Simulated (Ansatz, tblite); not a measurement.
# The cluster In₂P: which spin state is lowest, part 2 of 2

Is the doublet the ground state of the cluster In₂P? Other spin states are computed and compared level by level.

Ansatz 0.2.0, Gaussian basis; as each input shows.

## 16. Quartet, PBE+15HF/def2-TZVP

The input, in.yaml:

```yaml
crystal:
  periodic: [false, false, false]
  atoms:
    - {symbol: In, position_ang: [-1.514644, 0.647392, -0.210246]}
    - {symbol: In, position_ang: [0.534233, -1.476592, 0.540142]}
    - {symbol: P, position_ang: [0.980411, 0.829189, -0.329896]}
basis:
  gaussian: {orbitals: def2-TZVP, initial_orbitals: start.molden}
magnetization: {spin_polarized: true, initial_magnetization: 3}
hamiltonian: {xc: {text: "exchange = 0.85*pbe_x + 0.15*exact_x\ncorrelation = pbe_c"}}
scf: {omitted_lower_state_checks: [starts]}
output: {orbitals: {seedname: orbitals}}
```

Run with:

```sh
> ansatz run in.yaml --threads 4 --pin off --events-out ev --progress --plain --max-ram 3916MiB
```

The program printed:

```text
Functional definition: unnamed
  exchange = 0.85*pbe_x + 0.15*exact_x
  correlation = pbe_c
these checks for a lower state are left out or cut short: starts
1118 factors; their error is unknown
mean field evaluation 1: about -19632.3894 eV, gradient 2.4e0 eV
mean field evaluation 2: about -19632.4032 eV, gradient 2.0e-2 eV
mean field evaluation 4: about -19632.4670 eV, gradient 9.3e-5 eV
mean field evaluation 8: about -19632.4670 eV, gradient 2.1e-5 eV
mean field -19632.46697331 eV, -721.4798539052 hartree, gradient 2.1e-5 eV, S^2 3.761925; 0 other end points of the search recorded, 0 dependent functions left out
reference -19632.46701224 eV, -721.4798553358 hartree; 30, 27 occupied and 107, 110 virtual orbitals, 1118 factors
Total energy: -19632.46701224 eV, -721.4798553358 hartree
Checks for a lower state left out: starts
```

It took 2.6 s on 4 threads of Arm Neoverse V1, shared host.

HOMO -4.15 eV, LUMO -4.01 eV (over both spins); ⟨S²⟩ 3.762 (pure: 3.75).

## 17. Quartet, PBE+35HF/def2-TZVP

Edit in.yaml of step 16 so:

```diff
@@ -9,3 +9,3 @@
 magnetization: {spin_polarized: true, initial_magnetization: 3}
-hamiltonian: {xc: {text: "exchange = 0.85*pbe_x + 0.15*exact_x\ncorrelation = pbe_c"}}
+hamiltonian: {xc: {text: "exchange = 0.65*pbe_x + 0.35*exact_x\ncorrelation = pbe_c"}}
 scf: {omitted_lower_state_checks: [starts]}
```

Same command.

The program printed:

```text
Functional definition: unnamed
  exchange = 0.65*pbe_x + 0.35*exact_x
  correlation = pbe_c
these checks for a lower state are left out or cut short: starts
1294 factors; their error is unknown
mean field evaluation 1: about -19632.7489 eV, gradient 2.5e0 eV
mean field evaluation 2: about -19632.7640 eV, gradient 2.5e-2 eV
mean field evaluation 4: about -19632.9200 eV, gradient 1.6e-4 eV
mean field evaluation 8: about -19632.9200 eV, gradient 1.3e-5 eV
mean field -19632.92000754 eV, -721.4965026058 hartree, gradient 1.3e-5 eV, S^2 3.770649; 0 other end points of the search recorded, 0 dependent functions left out
reference -19632.92003759 eV, -721.4965037103 hartree; 30, 27 occupied and 107, 110 virtual orbitals, 1294 factors
Total energy: -19632.92003759 eV, -721.4965037103 hartree
Checks for a lower state left out: starts
```

Wall time 3.6 s (4 threads of Arm Neoverse V1, shared host).

From the report: HOMO -4.74 eV, LUMO -3.33 eV (over both spins); ⟨S²⟩ 3.771 (pure: 3.75).

## 18. Quartet, PBE+50HF/def2-TZVP

Edit in.yaml of step 17 so:

```diff
@@ -9,3 +9,3 @@
 magnetization: {spin_polarized: true, initial_magnetization: 3}
-hamiltonian: {xc: {text: "exchange = 0.65*pbe_x + 0.35*exact_x\ncorrelation = pbe_c"}}
+hamiltonian: {xc: {text: "exchange = 0.50*pbe_x + 0.50*exact_x\ncorrelation = pbe_c"}}
 scf: {omitted_lower_state_checks: [starts]}
```

Same command.

The program printed:

```text
Functional definition: unnamed
  exchange = 0.50*pbe_x + 0.50*exact_x
  correlation = pbe_c
these checks for a lower state are left out or cut short: starts
1367 factors; their error is unknown
mean field evaluation 1: about -19633.0186 eV, gradient 6.2e0 eV
mean field evaluation 2: about -19633.1085 eV, gradient 1.4e-1 eV
mean field evaluation 4: about -19633.3328 eV, gradient 1.1e-3 eV
mean field evaluation 8: about -19633.3328 eV, gradient 1.7e-5 eV
mean field -19633.33275851 eV, -721.5116709245 hartree, gradient 1.7e-5 eV, S^2 3.778698; 0 other end points of the search recorded, 0 dependent functions left out
reference -19633.33278176 eV, -721.5116717789 hartree; 30, 27 occupied and 107, 110 virtual orbitals, 1367 factors
Total energy: -19633.33278176 eV, -721.5116717789 hartree
Checks for a lower state left out: starts
```

It took 6.5 s on 4 threads of Arm Neoverse V1, shared host; peak memory 0.69 GiB.

HOMO -5.19 eV, LUMO -2.83 eV (over both spins); ⟨S²⟩ 3.779 (pure: 3.75).

## 19. Quartet, CCSD(T)/def2-TZVPP

The input, in.yaml:

```yaml
crystal:
  periodic: [false, false, false]
  atoms:
    - {symbol: In, position_ang: [-1.514644, 0.647392, -0.210246]}
    - {symbol: In, position_ang: [0.534233, -1.476592, 0.540142]}
    - {symbol: P, position_ang: [0.980411, 0.829189, -0.329896]}
basis:
  gaussian: {orbitals: def2-TZVPP, initial_orbitals: start.molden}
magnetization: {spin_polarized: true, initial_magnetization: 3}
correlation: {method: ccsd_t}
scf: {omitted_lower_state_checks: [starts, cluster_reference]}
output: {orbitals: {seedname: orbitals}}
```

The command is unchanged.

The program printed, shortened:

```text
Functional definition: HF
  name "HF"
  cite "Fock, Z. Phys. 61, 126 (1930) doi:10.1007/BF01340294"
  parent pbe
[...]
1234 factors; integrals over basis functions are off by at most 4.1e-4 eV
[...]
mean field -19569.52814909 eV, -719.1668947765 hartree, gradient 2.3e-6 eV, S^2 3.829110; 0 other end points of the search recorded, 0 dependent functions left out
13 core orbitals not correlated: weight in the atoms' cores, before any rotation towards them, 1.000 or more for the frozen orbitals, at most 0.000 for the correlated occupied ones
reference -19569.52814909 eV, -719.1668947765 hartree; 17, 14 occupied and 112, 115 virtual orbitals, 1234 factors
second order -17.99555990 eV of doubles, -0.00000000 eV of singles
cycle   1  -17.23107536 eV  change    7.6e-1 eV  update   1.4e-1
[...]
cycle  12  -17.86927505 eV  change    6.4e-6 eV  update   1.5e-5
perturbative correction -0.79735777 eV, -0.0293023574 hartree
Total energy: -19588.19478191 eV, -719.8528808798 hartree
Checks for a lower state left out: starts, cluster_reference
```

Wall time 16 s (4 threads of Arm Neoverse V1, shared host); peak memory 1.4 GiB.

Report: Hartree-Fock HOMO -6.03 eV, LUMO -0.30 eV (over both spins); ⟨S²⟩ 3.829 (pure: 3.75); T1 0.023.

## 20. Quartet, MP2/def2-TZVP

The input, in.yaml:

```yaml
crystal:
  periodic: [false, false, false]
  atoms:
    - {symbol: In, position_ang: [-1.514644, 0.647392, -0.210246]}
    - {symbol: In, position_ang: [0.534233, -1.476592, 0.540142]}
    - {symbol: P, position_ang: [0.980411, 0.829189, -0.329896]}
basis:
  gaussian: {orbitals: def2-TZVP, initial_orbitals: start.molden}
magnetization: {spin_polarized: true, initial_magnetization: 3}
correlation: {method: mp2}
scf: {omitted_lower_state_checks: [starts]}
output: {orbitals: {seedname: orbitals}}
```

Same command.

The program printed:

```text
Functional definition: HF
  name "HF"
  cite "Fock, Z. Phys. 61, 126 (1930) doi:10.1007/BF01340294"
  parent pbe
  exchange = exact_x
  correlation = 0
these checks for a lower state are left out or cut short: starts
1198 factors; integrals over basis functions are off by at most 4.4e-4 eV
mean field evaluation 1: about -19568.7716 eV, gradient 1.6e1 eV
mean field evaluation 2: about -19569.4691 eV, gradient 8.8e-1 eV
mean field evaluation 4: about -19569.5275 eV, gradient 3.4e-2 eV
mean field evaluation 8: about -19569.5275 eV, gradient 2.7e-6 eV
mean field -19569.52748180 eV, -719.1668702541 hartree, gradient 2.5e-6 eV, S^2 3.829195; 0 other end points of the search recorded, 0 dependent functions left out
13 core orbitals not correlated: weight in the atoms' cores, before any rotation towards them, 1.000 or more for the frozen orbitals, at most 0.000 for the correlated occupied ones
reference -19569.52748180 eV, -719.1668702541 hartree; 17, 14 occupied and 107, 110 virtual orbitals, 1198 factors
second order -17.94161316 eV of doubles, -0.00000000 eV of singles
Total energy: -19587.46909497 eV, -719.8262123766 hartree
Checks for a lower state left out: starts
```

It took 2.3 s on 4 threads of Arm Neoverse V1, shared host.

Report: Hartree-Fock HOMO -6.03 eV, LUMO -0.30 eV (over both spins); ⟨S²⟩ 3.829 (pure: 3.75).

## 21. Quartet, RPA/def2-TZVP

Edit in.yaml of step 20 so:

```diff
@@ -9,4 +9,4 @@
 magnetization: {spin_polarized: true, initial_magnetization: 3}
-correlation: {method: mp2}
+hamiltonian: {xc: pbe}
+correlation: {method: rpa}
 scf: {omitted_lower_state_checks: [starts]}
-output: {orbitals: {seedname: orbitals}}
```

Launched as before.

The program printed, shortened:

```text
Functional definition: PBE
  name "PBE"
  cite "Perdew, Burke & Ernzerhof, Phys. Rev. Lett. 77, 3865 (1996) doi:10.1103/PhysRevLett.77.3865"
  parent pbe
[...]
1198 factors; integrals over basis functions are off by at most 4.4e-4 eV
[...]
mean field -19632.20307835 eV, -721.4701559441 hartree, gradient 3.0e-6 eV, S^2 3.757079; 0 other end points of the search recorded, 0 dependent functions left out
13 core orbitals not correlated: weight in the atoms' cores, before any rotation towards them, 1.000 or more for the frozen orbitals, at most 0.000 for the correlated occupied ones
reference -19568.21889437 eV, -719.1187805528 hartree; 17, 14 occupied and 107, 110 virtual orbitals, 1198 factors
Total energy: -19594.14412606 eV, -720.0715152448 hartree
Checks for a lower state left out: starts
```

It took 3.6 s on 4 threads of Arm Neoverse V1, shared host.

⟨S²⟩ 3.757 (pure: 3.75).

## 22. Quartet less doublet

The doublet's energies are those of its earlier runs, whose logs aren't repeated here.

Differences are taken before rounding.

```tsv
method	quartet less doublet (kcal/mol)	from CCSD(T)/def2-TZVPP (kcal/mol)	time
GFN1-xTB	68.7	+44.4	0.005 s
GFN2-xTB	66.8	+42.5	0.006 s
HF/def2-TZVP	25.7	+1.4	
HF/def2-TZVPP	25.7	+1.4	
PBE-D4/def2-TZVP	26.2	+1.9	8.8 s
r2SCAN-D4/def2-TZVP	22.6	-1.7	15 s
B97M-V/def2-TZVP	29.5	+5.2	74 s
PBE0-D4/def2-TZVP	25.4	+1.1	9.6 s
HSE06-D4/def2-TZVP	25.2	+0.9	8.9 s
BHLYP-D4/def2-TZVP	31.5	+7.1	13 s
ωB97X-V/def2-TZVP	30.4	+6.1	34 s
B2PLYP/def2-TZVP	27.6	+3.3	11 s
RPA/def2-TZVP	26.2	+1.9	13 s
MP2/def2-TZVP	22.3	-2.1	4.7 s
MP2/def2-TZVPP	22.3	-2.0	
CCSD/def2-TZVPP	26.5	+2.2	
CCSD(T)/def2-TZVPP	24.3	0	39 s
```

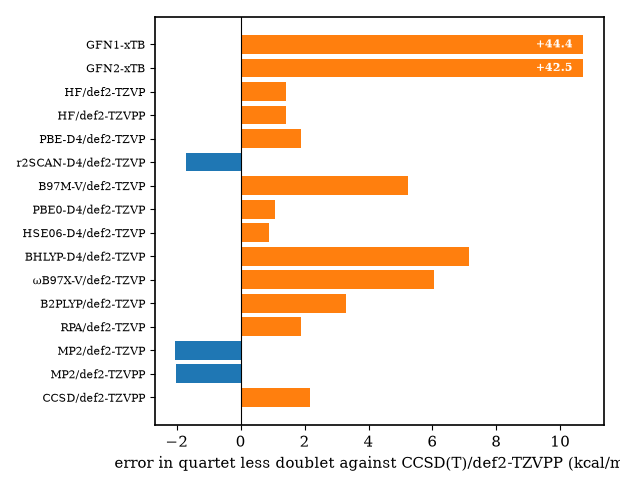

Error of each method against CCSD(T)/def2-TZVPP. Bars with a number in them are cut short.

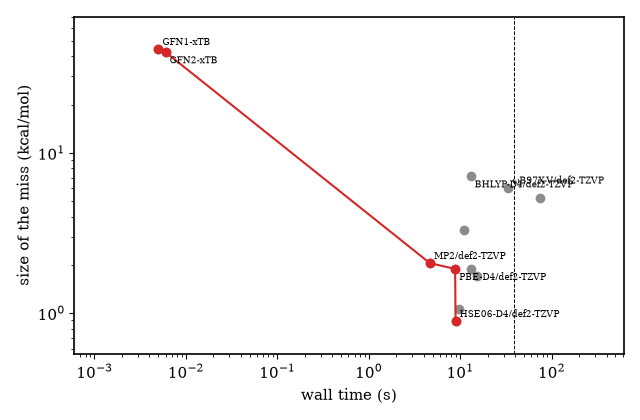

Accuracy for the time spent; red marks the levels that beat every quicker one drawn (of those quicker than the yardstick), and the dashed line is the time of CCSD(T)/def2-TZVPP. Only those levels and the largest misses are named. Times are from a shared host.

Times add the two runs; a level without a time comes out of a correlated run. Tight binding without a spin term can't rank spin states.

PBE with a growing share of exact exchange (def2-TZVP, no dispersion):

```tsv
share	quartet less doublet (kcal/mol)
0	+25.5
0.05	+25.3
0.1	+25.2
0.15	+25.0
0.25	+24.7
0.35	+24.4
0.5	+24.1
```

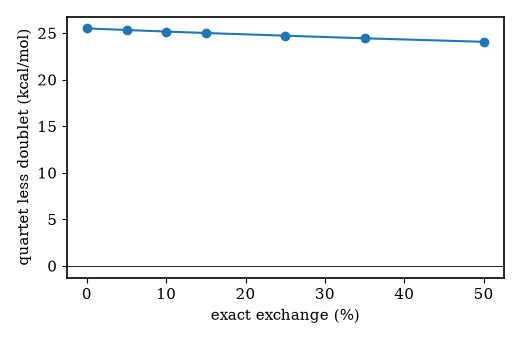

The splitting against the share of exact exchange.

## 23. What came out

This closing draws on all 2 parts.

```
                                      quantity                                           value
quartet less doublet, functionals in def2-TZVP  +22.6 (r2SCAN-D4) to +31.5 kcal/mol (BHLYP-D4)
      quartet less doublet, CCSD(T)/def2-TZVPP                                  +24.3 kcal/mol
                 slope of quartet less doublet           -0.3 kcal/mol for 10 % exact exchange
```

In words: All functionals put the quartet above the doublet, over a spread of 8.9 kcal/mol; CCSD(T)/def2-TZVPP gives +24.3 kcal/mol. The checks for a lower quartet were left out, so another state of that spin may lie lower. Each 10 % of exact exchange moves that splitting by -0.3 kcal/mol on average, towards the higher spin. CCSD(T)/def2-TZVPP isn't at the basis-set limit; small misses against it rank nothing. The quartet relaxed to other bonds than the doublet, so that splitting holds a change of structure too. These are electronic energies, without zero-point motion, entropy or surroundings.

HSE06-D4/def2-TZVP reaches 0.9 kcal/mol from the reference in 8.9 s, where CCSD(T)/def2-TZVPP took 39 s; the quickest level in the cost chart, GFN1-xTB, takes 0.005 s and misses by 44.4 kcal/mol. Misses under about a tenth of an eV are within the doubt on the reference, and times differ also by how widely each run searched for its state.
